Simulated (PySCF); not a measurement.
**H4PSi (SMILES [SiH3][PH-]) (charge −1): density, localisation and related maps**

| atom | x (Å) | y (Å) | z (Å) |
| --- | --- | --- | --- |
| Si | -0.7058 | 0.1145 | -0.0778 |
| P | 1.4180 | -0.1465 | -0.5596 |
| H | -1.5445 | -0.8126 | -0.9328 |
| H | -1.3628 | 1.4720 | -0.3061 |
| H | -1.1925 | -0.1937 | 1.3345 |
| H | 1.8207 | 0.8455 | 0.4057 |

Geometry: PBE0-D3(BJ)/ma-def2-SVP.

All numbers below come from DFT single point, gas phase, functional wB97X in PySCF.

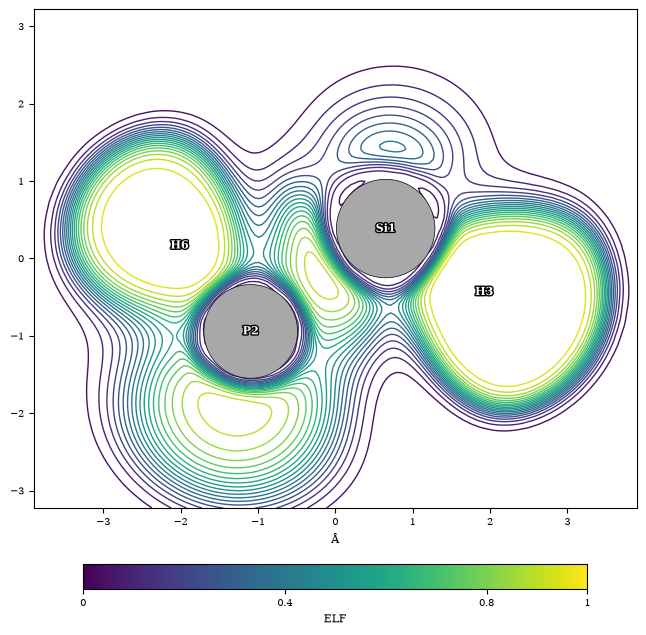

Figure 1. Electron localisation function on the plane of atoms P2, Si1 and H3. Grey discs cover the atomic cores.

What does the map show?

The plane passes through Si, P and H nuclei.
Si–P (2.19 Å): the ELF peaks at about 0.95 between the atoms, as expected for a covalent bond.
P–H (1.44 Å): the ELF climbs to about 1 towards the hydrogen, as it does in any bond to H.
Si–H (1.51 Å): the ELF climbs to about 1 towards the hydrogen.
The ELF also peaks beside P2, away from the bonds: lone-pair regions.

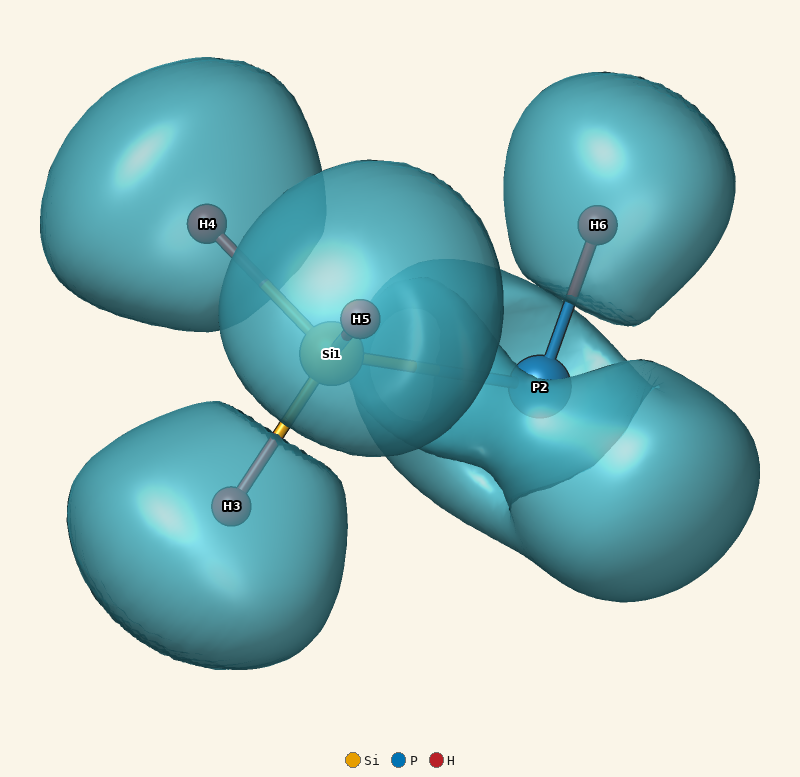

Figure 2. Isosurface of the electron localisation function at 0.75 (cyan), seen at an oblique angle. Core shells and regions of very low density are left out.

Where are the electrons localised?

The surface consists of four regions around hydrogen nuclei and one region on P in which the atom's valence shell and bonds are merged.
